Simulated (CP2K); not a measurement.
# NH (imidogen) at URI-MP2/ccGRB-T (density fitting, core potential, ngrids 4, wfc cutoff 150 Ry)

What is the energy change on altering one bond length of NH (imidogen) at URI-MP2/ccGRB-T (density fitting, core potential, ngrids 4, wfc cutoff 150 Ry)? 

The calculation is run with CP2K 2026.2.

3 further runs of the same task are left out: 3 set aside as unsound or not needed.

### Step 1. The molecule

The species is NH (2 atoms), meant as a triplet with charge 0. SMILES: `[NH]`. The bond length is the measured one.

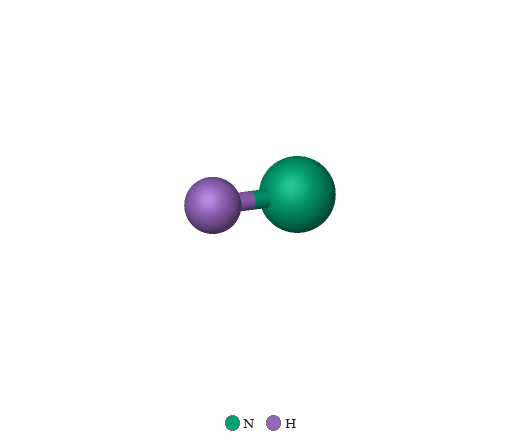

The structure, seen from a chosen angle (nitrogen teal, hydrogen purple).

### Step 2. The energy at URI-MP2/ccGRB-T (density fitting, core potential, ngrids 4, wfc cutoff 150 Ry)

Input file molecule.xyz:

```xyz
2

N      0.000000     0.000000     0.000000
H      0.000000     0.000000     1.036210
```

Input file calc.inp:

```
&FORCE_EVAL
  METHOD QUICKSTEP
  &DFT
    BASIS_SET_FILE_NAME BASIS_ccGRB_UZH
    POTENTIAL_FILE_NAME POTENTIAL_UZH
    AUTO_BASIS RI_AUX MEDIUM
    CHARGE 0
    MULTIPLICITY 3
    UNRESTRICTED_KOHN_SHAM T
    &QS
      METHOD GPW
      EPS_DEFAULT 1.0E-10
    &END QS
    &MGRID
      CUTOFF 350
      REL_CUTOFF 60
      NGRIDS 4
    &END MGRID
    &POISSON
      PERIODIC NONE
      POISSON_SOLVER MULTIPOLE
    &END POISSON
    &SCF
      SCF_GUESS ATOMIC
      EPS_SCF 5.0E-07
      MAX_SCF 30
      &OT ON
        MINIMIZER DIIS
        PRECONDITIONER FULL_ALL
      &END OT
      &OUTER_SCF
        EPS_SCF 5.0E-07
        MAX_SCF 8
      &END OUTER_SCF
    &END SCF
    &XC
      &XC_FUNCTIONAL NONE
      &END XC_FUNCTIONAL
      &HF
        FRACTION 1
        &SCREENING
          EPS_SCHWARZ 1.0E-09
          SCREEN_ON_INITIAL_P F
        &END SCREENING
        &INTERACTION_POTENTIAL
          POTENTIAL_TYPE COULOMB
        &END INTERACTION_POTENTIAL
        &MEMORY
          MAX_MEMORY 1050
        &END MEMORY
      &END HF
      &WF_CORRELATION
        &RI_MP2
        &END RI_MP2
        MEMORY 900
        &INTEGRALS
          ERI_METHOD GPW
          &WFC_GPW
            CUTOFF 150
            REL_CUTOFF 35
          &END WFC_GPW
        &END INTEGRALS
      &END WF_CORRELATION
    &END XC
    &PRINT
      &MOMENTS
        PERIODIC F
        REFERENCE COM
        MAX_MOMENT 1
      &END MOMENTS
      &MO_CUBES
        NLUMO 5
        NHOMO -1
        WRITE_CUBE F
      &END MO_CUBES
      &HIRSHFELD OFF
      &END HIRSHFELD
    &END PRINT
  &END DFT
  &SUBSYS
    &CELL
      ABC [angstrom] 7 7 8
      PERIODIC NONE
    &END CELL
    &TOPOLOGY
      COORD_FILE_NAME molecule.xyz
      COORD_FILE_FORMAT XYZ
      &CENTER_COORDINATES
      &END CENTER_COORDINATES
    &END TOPOLOGY
    &KIND N
      BASIS_SET ccGRB-T-q5
      POTENTIAL GTH-PBE0-q5
    &END KIND
    &KIND H
      BASIS_SET ccGRB-T-q1
      POTENTIAL GTH-PBE0-q1
    &END KIND
  &END SUBSYS
&END FORCE_EVAL

&GLOBAL
  PROJECT calc
  RUN_TYPE ENERGY
  PRINT_LEVEL MEDIUM
&END GLOBAL
```

The run is started by

```sh
$ OMP_NUM_THREADS=1 cp2k.psmp calc.inp > calc.out
```

Output, cut to the lines that bear on the results:

```text
CP2K| version string:                                       CP2K version 2026.2
[...]
 GLOBAL| Method name                                                        CP2K
[...]
 GLOBAL| Run type                                                         ENERGY
[...]
 DFT| Spin unrestricted (spin-polarized) Kohn-Sham calculation               UKS
 DFT| Multiplicity                                                             3
[...]
 DFT| Charge                                                                   0
[...]
 QS| Method:                                                                 GPW
[...]
 QS| Density cutoff [a.u.]:                                                175.0
[...]
 QS| Relative density cutoff [a.u.]:                                        30.0
[...]
                             - Atoms:                                          2
[...]
                             - Spherical basis functions:                     43
[...]
 Number of electrons:                                                          4
[...]
     1 OT DIIS     0.15E+00    0.7     0.05003707        -9.6094340462 -9.61E+00
[...]
     4 OT DIIS     0.15E+00    0.2     0.00000044       -10.2301367759 -1.26E-10
  *** SCF run converged in     4 steps ***
[...]
  Overlap energy of the core charge distribution:               0.00000004548351
  Self energy of the core charge distribution:                -26.23478502246575
  Core Hamiltonian energy:                                      7.51962681038789
  Hartree energy:                                              11.11628021267702
  Exchange-correlation energy:                                  0.00000000000000
  Hartree-Fock Exchange energy:                                -2.63125882195940
  Total energy:                                               -10.23013677587673
[...]
                     Mulliken Population Analysis
 #  Atom  Element  Kind  Atomic population (alpha,beta) Net charge  Spin moment
       1     N        1         3.674370     1.623434    -0.297805     2.050936
       2     H        2         0.325630     0.376566     0.297805    -0.050936
 # Total charge and spin        4.000000     2.000000    -0.000000     2.000000
[...]
  Dipole moment [Debye]
    X= -0.6294054E-05 Y= -0.7266402E-05 Z=  0.1725803E+01  Total=      1.7258027
[...]
 HOMO - LUMO gap [eV] :   17.133608
[...]
 ENERGY| Total FORCE_EVAL ( QS ) energy [hartree]            -10.365315952544389
[...]
```

Run time: 14 s. Hardware: 1 thread of Arm Neoverse V2, shared host; peak memory 0.37 GiB.

### Step 3. The distorted shape

Input file molecule.xyz:

```xyz
2

N      0.013163     0.008012    -0.027559
H     -0.035200     0.004471     1.034823
```

Input file calc.inp:

```
&GLOBAL
   PROJECT calc
   RUN_TYPE ENERGY
   PRINT_LEVEL MEDIUM
&END GLOBAL
&FORCE_EVAL
   METHOD QUICKSTEP
   &DFT
      BASIS_SET_FILE_NAME BASIS_ccGRB_UZH
      POTENTIAL_FILE_NAME POTENTIAL_UZH
      AUTO_BASIS RI_AUX MEDIUM
      MULTIPLICITY 3
      UKS T
      # Quickstep
      &QS
         METHOD GPW
         EPS_DEFAULT 1.0E-10
      &END QS
      # plane-wave cutoff in Ry
      &MGRID
         CUTOFF 350
         REL_CUTOFF 60
         NGRIDS 4
      &END MGRID
      &POISSON
         PERIODIC NONE
         POISSON_SOLVER MULTIPOLE
      &END POISSON
      # SCF settings
      &SCF
         SCF_GUESS ATOMIC
         EPS_SCF 5.0E-07
         MAX_SCF 30
         &OT
            MINIMIZER DIIS
            PRECONDITIONER FULL_ALL
         &END OT
         &OUTER_SCF
            EPS_SCF 5.0E-07
            MAX_SCF 8
         &END OUTER_SCF
      &END SCF
      &XC
         &XC_FUNCTIONAL NONE
         &END XC_FUNCTIONAL
         &HF
            FRACTION 1
            &SCREENING
               EPS_SCHWARZ 1.0E-09
            &END SCREENING
            &MEMORY
               MAX_MEMORY 1050
            &END MEMORY
         &END HF
         # correlation from orbitals
         &WF_CORRELATION
            &RI_MP2
            &END RI_MP2
            MEMORY 900
            &INTEGRALS
               ERI_METHOD GPW
               &WFC_GPW
                  CUTOFF 150
                  REL_CUTOFF 35
               &END WFC_GPW
            &END INTEGRALS
         &END WF_CORRELATION
      &END XC
      # extra output
      &PRINT
         &MOMENTS
            PERIODIC F
            REFERENCE COM
            MAX_MOMENT 1
         &END MOMENTS
         &MO_CUBES
            NLUMO 5
            NHOMO -1
            WRITE_CUBE F
         &END MO_CUBES
         &HIRSHFELD OFF
         &END HIRSHFELD
      &END PRINT
   &END DFT
   &SUBSYS
      # vacuum box
      &CELL
         ABC 7 7 8.1
         PERIODIC NONE
      &END CELL
      &TOPOLOGY
         COORD_FILE_NAME molecule.xyz
         COORD_FILE_FORMAT XYZ
         &CENTER_COORDINATES
         &END CENTER_COORDINATES
      &END TOPOLOGY
      &KIND N
         BASIS_SET ccGRB-T-q5
         POTENTIAL GTH-PBE0-q5
      &END KIND
      &KIND H
         BASIS_SET ccGRB-T-q1
         POTENTIAL GTH-PBE0-q1
      &END KIND
   &END SUBSYS
&END FORCE_EVAL
```

The run is started by

```sh
$ OMP_NUM_THREADS=1 cp2k.psmp -i calc.inp -o calc.out
```

Output, cut to the lines that bear on the results:

```text
CP2K| version string:                                       CP2K version 2026.2
[...]
 GLOBAL| Method name                                                        CP2K
[...]
 GLOBAL| Run type                                                         ENERGY
[...]
 DFT| Spin unrestricted (spin-polarized) Kohn-Sham calculation               UKS
 DFT| Multiplicity                                                             3
[...]
 DFT| Charge                                                                   0
[...]
 QS| Method:                                                                 GPW
[...]
 QS| Density cutoff [a.u.]:                                                175.0
[...]
 QS| Relative density cutoff [a.u.]:                                        30.0
[...]
                             - Atoms:                                          2
[...]
                             - Spherical basis functions:                     43
[...]
 Number of electrons:                                                          4
[...]
     1 OT DIIS     0.15E+00    0.7     0.04869737        -9.6409049759 -9.64E+00
[...]
    11 OT DIIS     0.15E+00    0.2     0.00000034       -10.2292777825 -2.31E-10
  *** SCF run converged in    11 steps ***
[...]
  Overlap energy of the core charge distribution:               0.00000001855562
  Self energy of the core charge distribution:                -26.23478502246575
  Core Hamiltonian energy:                                      7.48398062006114
  Hartree energy:                                              11.14101399847969
  Exchange-correlation energy:                                  0.00000000000000
  Hartree-Fock Exchange energy:                                -2.61948739717446
  Total energy:                                               -10.22927778254377
[...]
                     Mulliken Population Analysis
 #  Atom  Element  Kind  Atomic population (alpha,beta) Net charge  Spin moment
       1     N        1         3.676266     1.617002    -0.293268     2.059265
       2     H        2         0.323734     0.382998     0.293268    -0.059265
 # Total charge and spin        4.000000     2.000000    -0.000000     2.000000
[...]
  Dipole moment [Debye]
    X= -0.7808833E-01 Y= -0.5718319E-02 Z=  0.1706784E+01  Total=      1.7085788
[...]
 HOMO - LUMO gap [eV] :   17.060953
[...]
 ENERGY| Total FORCE_EVAL ( QS ) energy [hartree]            -10.364893615054468
[...]
```

It took 16 s on 1 thread of Arm Neoverse V2, shared host; peak memory 0.37 GiB.

### Step 4. What came out

Level: URI-MP2/ccGRB-T (density fitting, core potential, ngrids 4, wfc cutoff 150 Ry).

```
                                                                   quantity         value
                                                  first shape: total energy  -10.36532 Eh
       first shape: dipole moment (of the density that the program reports)        1.73 D
    first shape: HOMO energy (Hartree–Fock orbitals) (highest over α and β)     -13.63 eV
     first shape: LUMO energy (Hartree–Fock orbitals) (lowest over α and β)       3.50 eV
                                            first shape: correlation energy    -135.2 mEh
                             first shape: ⟨S²⟩ of the reference determinant         2.018
                                              distorted shape: total energy  -10.36489 Eh
   distorted shape: dipole moment (of the density that the program reports)        1.71 D
distorted shape: HOMO energy (Hartree–Fock orbitals) (highest over α and β)     -13.55 eV
 distorted shape: LUMO energy (Hartree–Fock orbitals) (lowest over α and β)       3.51 eV
                                        distorted shape: correlation energy    -135.6 mEh
                         distorted shape: ⟨S²⟩ of the reference determinant         2.019
          energy change with the N1–H2 bond stretched from 1.036 to 1.063 Å      0.011 eV
```

What this shows: With the N1–H2 bond stretched from 1.036 to 1.063 Å the energy rises by 0.01 eV (0.3 kcal/mol). The first shape isn't relaxed at this level, so the change isn't measured from a minimum.
